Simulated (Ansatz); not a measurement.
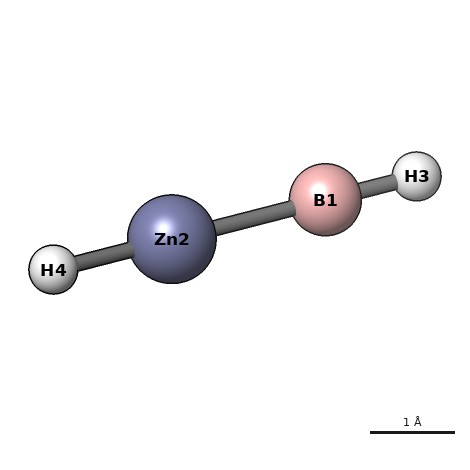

State: neutral, doublet. The geometry was computed by an optimisation with PBE0-D4/def2-TZVP. No frequency run is at hand to confirm it as a minimum.

What is the geometry at B1?

Answer. B1 has 2 neighbours (Zn2 at 2.00, H3 at 1.19 Å); the arrangement is linear.

How are the neighbours of atom 2 arranged?

Answer. Zn2 has 2 neighbours (B1 at 2.00, H4 at 1.54 Å); the arrangement is linear.
